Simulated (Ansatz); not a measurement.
# SiHBr (SMILES [SiH]Br) at 4 levels

Aim: a comparison of 4 runs (CAM-B3LYP/STO-3G, PBE/STO-3G, CCSD(T)/STO-3G, UCCSD(T)/STO-3G) of SiHBr. 

The results are computed with Ansatz 0.2.0.

57 further runs of the same task are left out: 11 that didn't finish, 46 set aside as unsound or not needed.

### Step 1. Starting point

The species is SiHBr (3 atoms), meant as a singlet with charge 0. As SMILES, `[SiH]Br`. The Br2–Si1 distance was set to 4.490 Å, away from the relaxed value. At this shape a bond of the SMILES string is far longer than usual.

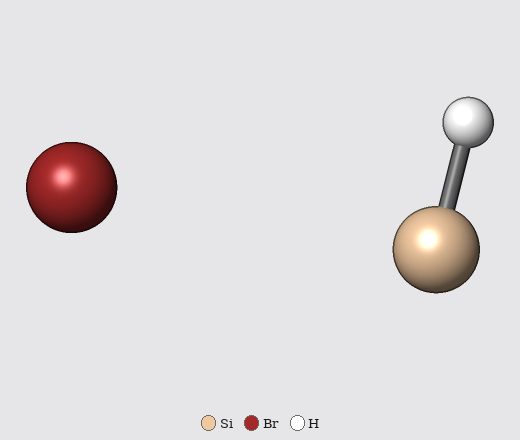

The structure, seen from a chosen angle (silicon light orange, bromine red, hydrogen white).

### Step 2. A single-point energy at CAM-B3LYP/STO-3G (run 1)

Input file job.yaml:

```yaml
crystal:
  periodic: [false, false, false]
  atoms:
    - {symbol: Si, position_ang: [-2.590316, 0.642301, -1.373609]}
    - {symbol: Br, position_ang: [1.340900, 0.401500, 0.781400]}
    - {symbol: H, position_ang: [-2.692716, -0.867899, -1.576109]}
basis:
  gaussian: {orbitals: STO-3G}
hamiltonian: {xc: {name: CAM-B3LYP}}
accuracy: high
```

Started as:

```console
$ ansatz run job.yaml --threads 1 --pin off --max-ram 2610MiB --events-out events.jsonl --progress --plain --runs-dir runs
```

What it wrote:

```text
Warning: RAYON_NUM_THREADS=1 ignored (pool sized by the plan → 1); use --threads N
Functional definition: CAM-B3LYP
  name "CAM-B3LYP"
  parameter alpha = 0.19
  parameter beta = 0.46
  parameter omega = 0.33/bohr
  parameter ac = 0.81
  exchange = (1 - alpha - beta)*b88_x + beta*b88_x_sr(omega) + alpha*exact_x + beta*exact_x_lr(omega)
  correlation = (1 - ac)*vwn5_c + ac*lyp_c
345 factors; integrals over basis functions are off by at most 9.3e-9 eV
127 factors; integrals over basis functions are off by at most 9.7e-10 eV
mean field evaluation 1: about -77074.0579 eV, gradient 1.3e1 eV
mean field evaluation 2: about -76980.3283 eV, gradient 3.3e1 eV
mean field evaluation 4: about -76981.7990 eV, gradient 2.8e1 eV
mean field evaluation 8: about -76982.4350 eV, gradient 3.0e1 eV
mean field evaluation 16: about -77077.1689 eV, gradient 4.9e-3 eV
mean field evaluation 32: about -77076.9863 eV, gradient 3.0e0 eV
mean field -77077.16893509 eV, -2832.5337135831 hartree, gradient 1.3e-8 eV, S^2 0.000000; 4 other end points of the search recorded, 0 dependent functions left out
reference -77077.16894987 eV, -2832.5337141262 hartree; 25, 25 occupied and 3, 3 virtual orbitals, 345 factors
Total energy: -77077.16894987 eV, -2832.5337141262 hartree
```

Run time: 2.1 s. Hardware: 1 thread of Arm Neoverse V1, shared host; peak memory 0.095 GiB.

### Step 3. The energy at PBE/STO-3G (run 2)

Input file input.yaml:

```yaml
crystal:
  periodic: [false, false, false]
  atoms:
    - {symbol: Si, position_ang: [-2.590316, 0.642301, -1.373609]}
    - {symbol: Br, position_ang: [1.340900, 0.401500, 0.781400]}
    - {symbol: H, position_ang: [-2.692716, -0.867899, -1.576109]}
basis:
  gaussian:
    orbitals: STO-3G
magnetization:
  spin_polarized: false
  initial_magnetization: 0
hamiltonian:
  xc: {name: PBE}
accuracy: high
```

Started as:

```console
$ ansatz run input.yaml --threads 1 --pin off --max-ram 2610MiB --events-out events.jsonl --progress --plain --runs-dir runs
```

What it wrote, cut to the lines that bear on the results:

```text
Warning: RAYON_NUM_THREADS=1 ignored (pool sized by the plan → 1); use --threads N
Functional definition: PBE
  name "PBE"
[...]
345 factors; integrals over basis functions are off by at most 9.3e-9 eV
[...]
mean field -77060.51952808 eV, -2831.9218591609 hartree, gradient 7.9e-9 eV, S^2 0.000000; 7 other end points of the search recorded, 0 dependent functions left out
reference -77060.51952995 eV, -2831.9218592296 hartree; 25, 25 occupied and 3, 3 virtual orbitals, 345 factors
Total energy: -77060.51952995 eV, -2831.9218592296 hartree
```

It took 5.1 s on 1 thread of Arm Neoverse V1, shared host; peak memory 0.092 GiB.

Run 3 isn't shown in full; the table further down has it.

### Step 4. The energy at UCCSD(T)/STO-3G (run 4)

Input file run.yaml:

```yaml
crystal:
  periodic: [false, false, false]
  atoms:
    - {symbol: Si, position_ang: [-2.590316, 0.642301, -1.373609]}
    - {symbol: Br, position_ang: [1.340900, 0.401500, 0.781400]}
    - {symbol: H, position_ang: [-2.692716, -0.867899, -1.576109]}
basis:
  gaussian: {orbitals: STO-3G}
accuracy: high
scf: {omitted_lower_state_checks: [cluster_reference, increment]}
magnetization: {spin_polarized: true, initial_magnetization: 0}
correlation: {method: ccsd_t, frozen_orbitals: {Br: 9, H: 0, Si: 5}}
total_charge: 0
```

Started as:

```console
$ ansatz run run.yaml --threads 1 --pin off --max-ram 2610MiB --events-out events.jsonl --progress --plain --runs-dir runs
```

What it wrote:

```text
Warning: RAYON_NUM_THREADS=1 ignored (pool sized by the plan → 1); use --threads N
[... 21 lines left out ...]
14 core orbitals not correlated: weight in the atoms' cores, before any rotation towards them, 1.000 or more for the frozen orbitals, at most 0.000 for the correlated occupied ones
[... 214 lines left out ...]
Total energy: -77028.05226711 eV, -2830.7287093273 hartree
Checks for a lower state left out: cluster_reference, increment
```

Run time: 3.6 s. Hardware: 1 thread of Arm Neoverse V1, shared host.

### Step 5. All runs side by side

```tsv
run	level	frozen core orbitals	energy (Eh)	wall time
1	CAM-B3LYP/STO-3G	–	-2832.533714	2.1 s
2	PBE/STO-3G	–	-2831.921859	5.1 s
3	CCSD(T)/STO-3G	14	-2830.743112	0.46 s
4	UCCSD(T)/STO-3G	14	-2830.728709	3.6 s
```

### Step 6. Summary of results

| quantity | value |
| --- | --- |
| run 4: total energy | -2830.72871 Eh |
| run 4: correlation energy (14 core orbitals frozen) | -34.4 mEh |
| run 4: (T) correction | -0.02 mEh |
| run 4: ⟨S²⟩ of the reference determinant | 1.003 |
| run 4: T1 diagnostic | 0.003 |

Totals of different functionals can't be ranked against each other. In run 3 the T1 diagnostic is large, so a single reference may not serve. In run 3 the log says that unrestricted orbitals would lower the reference, so the values rest on an unstable closed-shell determinant (other closed-shell runs at this shape may share the fault). In runs 1, 2, 3, 4 the basis is minimal, so the values are rough. In runs 1, 2, 3 a closed-shell determinant meets a far-stretched bond, which it describes badly. Spin contamination of the reference: run 4 ⟨S²⟩ = 1.00. Where it is this large, the reference is a mixture of spin states, and values that rest on it are in doubt. All runs together took 11 s, the longest 5.1 s.
